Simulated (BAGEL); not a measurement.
# A workflow on CH2FNSi (SMILES FC1=N[SiH2]1)

We compute a series of 15 runs (PBE0/def2-SV(P), RI-MP2/def2-SV(P)) of CH2FNSi. 

The results are computed with BAGEL 1.2.2.

2 further runs of the same task are left out: 2 set aside as unsound or not needed.

### Step 1. The system as given

CH2FNSi: 6 atoms, total charge 0, spin state singlet. As SMILES, `FC1=N[SiH2]1`. One bond was lengthened or shortened from a relaxed shape.

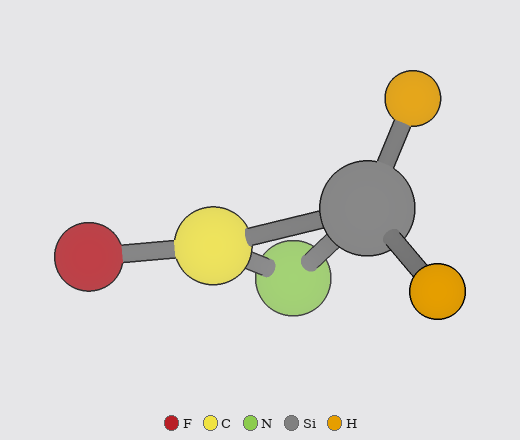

The structure, seen from a chosen angle (fluorine red, carbon yellow, nitrogen green, silicon grey, hydrogen amber).

### Step 2. The energy at PBE0/def2-SV(P) (density fitting with svp-jkfit) (run 1)

File calc.json:

```json
{ "bagel": [

{
  "title": "molecule",
  "basis": "def2-sv_p_.json",
  "df_basis": "svp-jkfit",
  "angstrom": "true",
  "geometry": [
    { "atom": "F", "xyz": [       1.317671,      -1.470593,       0.989267 ] },
    { "atom": "C", "xyz": [       0.407571,      -0.677693,       0.471367 ] },
    { "atom": "N", "xyz": [      -0.729529,      -0.973193,       0.013267 ] },
    { "atom": "Si", "xyz": [      -0.389829,       0.792307,      -0.096133 ] },
    { "atom": "H", "xyz": [      -0.103729,       1.381107,      -1.419733 ] },
    { "atom": "H", "xyz": [      -0.987300,       1.572700,       0.684600 ] }
  ]
},

{
  "title": "ks",
  "xc_func": "pbe0"
},

{
  "title": "print",
  "file": "orbitals.molden",
  "orbitals": "true"
}

]}
```

The basis set def2-SV(P) is read from a file made from the Basis Set Exchange's data (not shown).

Run with:

```sh
$ BAGEL_NUM_THREADS=1 BAGEL calc.json > calc.out
```

What it wrote:

```text
* using 1 threads per process

  ===============================================================
  ===============================================================

  *** Geometry ***

[... 19 lines left out ...]
    * Removing 10262 points whose weight is below 1.00e-10
[... 2 lines left out ...]
  === Nuclear Repulsion ===
   148.2759194015

       - DIIS with orbital gradients will be used.

  === KS iteration (pbe0 / def2-sv_p_.json) ===
      0       -457.29045481          0.16561910           0.19
      1       -422.23729743          0.13331088           0.18
      2       -375.09565784          0.28267137           0.18
[... 20 lines of this table left out ...]
     23       -482.73223548          0.00000001           0.19
    * SCF iteration converged.

    * Permanent dipole moment:
           (   -0.018553,    -1.060138,     0.070366) a.u.

    * METHOD: KS                                   4.84

    * METHOD: PRINT                                0.01

  ===============================================================
```

Wall time 5.1 s (1 thread of Arm Neoverse V1, shared host); peak memory 0.26 GiB.

### Step 3. Bond 6-4 at 1.477 A: a single-point energy at RI-MP2/def2-SV(P) (density fitting with svp-jkfit) (run 2)

File input.json:

```json
{ "bagel" : [

{
  "title" : "molecule",
  "basis" : "def2-sv_p_.json",
  "df_basis" : "svp-jkfit",
  "angstrom" : true,
  "geometry" : [
    { "atom" : "F", "xyz" : [       1.423104,      -1.608305,       0.851495 ] },
    { "atom" : "C", "xyz" : [       0.513004,      -0.815405,       0.333595 ] },
    { "atom" : "N", "xyz" : [      -0.624096,      -1.110905,      -0.124505 ] },
    { "atom" : "Si", "xyz" : [      -0.284396,       0.654595,      -0.233905 ] },
    { "atom" : "H", "xyz" : [       0.001704,       1.243395,      -1.557505 ] },
    { "atom" : "H", "xyz" : [      -0.987300,       1.572700,       0.684600 ] }
  ]
},

{
  "title" : "hf"
},

{
  "title" : "mp2",
  "ncore" : 8
}

]}
```

The basis set def2-SV(P) is read from a file made from the Basis Set Exchange's data (not shown).

Run with:

```sh
$ BAGEL_NUM_THREADS=1 BAGEL input.json > input.out
```

What it wrote:

```text
* using 1 threads per process

  ===============================================================
  ===============================================================

  *** Geometry ***

[... 30 lines left out ...]
    * SCF iteration converged.
[... 1 line left out ...]
    * Permanent dipole moment:
[... 2 lines left out ...]
    * METHOD: HF                                   0.63

  *** RHF ***

  === Nuclear Repulsion ===
   147.1545234984

      * DIIS with orbital gradients will be used.

  === RHF iteration (def2-sv_p_.json) ===
      0       -481.52973741          0.00000000           0.03
    * SCF iteration converged.

    * Permanent dipole moment:
           (   -0.016343,    -1.338520,     0.189331) a.u.

  === DF-MP2 calculation ===

    * freezing 8 orbitals
    * 3-index integral transformation done
    * assembly done

      MP2 correlation energy:   -0.5471701310      0.02

      MP2 total energy:       -482.0769075441

    * METHOD: MP2                                  0.09

  ===============================================================
```

Wall time 0.99 s (1 thread of Arm Neoverse V1, shared host); peak memory 0.14 GiB.

Runs 3 to 14 aren't shown in full; the table further down has their settings and results.

### Step 4. Bond 6-4 at 4.135 A: a single-point energy at PBE0/def2-SV(P) (density fitting with svp-jkfit) (run 15)

File job.json:

```json
{ "bagel": [

{
  "title": "molecule",
  "basis": "def2-sv_p_.json",
  "df_basis": "svp-jkfit",
  "angstrom": true,
  "geometry": [
    { "atom": "F", "xyz": [       2.688303,      -3.260857,      -0.801777 ] },
    { "atom": "C", "xyz": [       1.778203,      -2.467957,      -1.319677 ] },
    { "atom": "N", "xyz": [       0.641103,      -2.763457,      -1.777777 ] },
    { "atom": "Si", "xyz": [       0.980803,      -0.997957,      -1.887177 ] },
    { "atom": "H", "xyz": [       1.266903,      -0.409157,      -3.210777 ] },
    { "atom": "H", "xyz": [      -0.987300,       1.572700,       0.684600 ] }
  ]
},

{
  "title": "ks",
  "xc_func": "pbe0"
},

{
  "title": "print",
  "file": "orbitals.molden",
  "orbitals": true
}

]}
```

The basis set def2-SV(P) is read from a file made from the Basis Set Exchange's data (not shown).

Run with:

```sh
$ BAGEL_NUM_THREADS=1 BAGEL job.json > job.out
```

What it wrote:

```text
* using 1 threads per process

  ===============================================================
  ===============================================================

  *** Geometry ***

[... 19 lines left out ...]
    * Removing 8940 points whose weight is below 1.00e-10
[... 2 lines left out ...]
  === Nuclear Repulsion ===
   142.2710129754

       - DIIS with orbital gradients will be used.

  === KS iteration (pbe0 / def2-sv_p_.json) ===
      0       -457.84084230          0.16438657           0.23
      1       -423.14474758          0.12849586           0.25
      2       -378.55795626          0.27817534           0.23
[... 30 lines of this table left out ...]
     33       -482.55471273          0.00000001           0.23
    * SCF iteration converged.

    * Permanent dipole moment:
           (   -0.527602,    -0.292554,     0.667918) a.u.

    * METHOD: KS                                   7.70

    * METHOD: PRINT                                0.01

  ===============================================================
```

Wall time 8.1 s (1 thread of Arm Neoverse V1, shared host); peak memory 0.26 GiB.

### Step 5. All runs side by side

| run | level | frozen core orbitals | partner | energy (Eh) | dipole moment (D) | HOMO energy (eV) | LUMO energy (eV) | wall time |
| --- | --- | --- | --- | --- | --- | --- | --- | --- |
| 1 | PBE0/def2-SV(P) (density fitting with svp-jkfit) | – | bond 6-4 at 1.255 A | -482.732235 | 2.70 | -7.44 | -0.75 | 5.1 s |
| 2 | RI-MP2/def2-SV(P) (density fitting with svp-jkfit) | 8 | bond 6-4 at 1.477 A | -482.076908 | – | – | – | 0.99 s |
| 3 | PBE0/def2-SV(P) (density fitting with svp-jkfit) | – | bond 6-4 at 1.477 A | -482.759469 | 2.59 | -7.49 | -0.77 | 5.1 s |
| 4 | RI-MP2/def2-SV(P) (density fitting with svp-jkfit) | 8 | bond 6-4 at 1.698 A | -482.064661 | – | – | – | 0.95 s |
| 5 | PBE0/def2-SV(P) (density fitting with svp-jkfit) | – | bond 6-4 at 1.698 A | -482.748054 | 2.44 | -7.56 | -0.81 | 5.7 s |
| 6 | RI-MP2/def2-SV(P) (density fitting with svp-jkfit) | 8 | bond 6-4 at 1.994 A | -482.029024 | – | – | – | 0.97 s |
| 7 | PBE0/def2-SV(P) (density fitting with svp-jkfit) | – | bond 6-4 at 1.994 A | -482.713989 | 2.25 | -7.68 | -1.27 | 5.4 s |
| 8 | RI-MP2/def2-SV(P) (density fitting with svp-jkfit) | 8 | bond 6-4 at 2.363 A | -481.982707 | – | – | – | 0.99 s |
| 9 | PBE0/def2-SV(P) (density fitting with svp-jkfit) | – | bond 6-4 at 2.363 A | -482.668968 | 2.12 | -7.79 | -2.62 | 5.1 s |
| 10 | RI-MP2/def2-SV(P) (density fitting with svp-jkfit) | 8 | bond 6-4 at 2.806 A | -481.938365 | – | – | – | 1 s |
| 11 | PBE0/def2-SV(P) (density fitting with svp-jkfit) | – | bond 6-4 at 2.806 A | -482.624497 | 2.10 | -7.51 | -3.71 | 5.4 s |
| 12 | RI-MP2/def2-SV(P) (density fitting with svp-jkfit) | 8 | bond 6-4 at 3.396 A | -481.901695 | – | – | – | 1.1 s |
| 13 | PBE0/def2-SV(P) (density fitting with svp-jkfit) | – | bond 6-4 at 3.396 A | -482.583649 | 2.18 | -6.92 | -4.54 | 6.6 s |
| 14 | RI-MP2/def2-SV(P) (density fitting with svp-jkfit) | 8 | bond 6-4 at 4.135 A | -481.887667 | – | – | – | 1.3 s |
| 15 | PBE0/def2-SV(P) (density fitting with svp-jkfit) | – | bond 6-4 at 4.135 A | -482.554713 | 2.29 | -6.49 | -5.04 | 8.1 s |

### Step 6. Results

| quantity | value |
| --- | --- |
| bond 6-4 at 4.135 A, run 15: total energy | -482.55471 Eh |
| bond 6-4 at 4.135 A, run 15: dipole moment | 2.29 D |
| bond 6-4 at 4.135 A, run 15: HOMO energy | -6.49 eV |
| bond 6-4 at 4.135 A, run 15: LUMO energy | -5.04 eV |
| bond 6-4 at 4.135 A, run 15: HOMO–LUMO gap | 1.44 eV |

In runs 10, 11, 12, 13, 14, 15 a closed-shell determinant meets a far-stretched bond, which it describes badly. All runs together took 54 s, the longest 8.1 s.
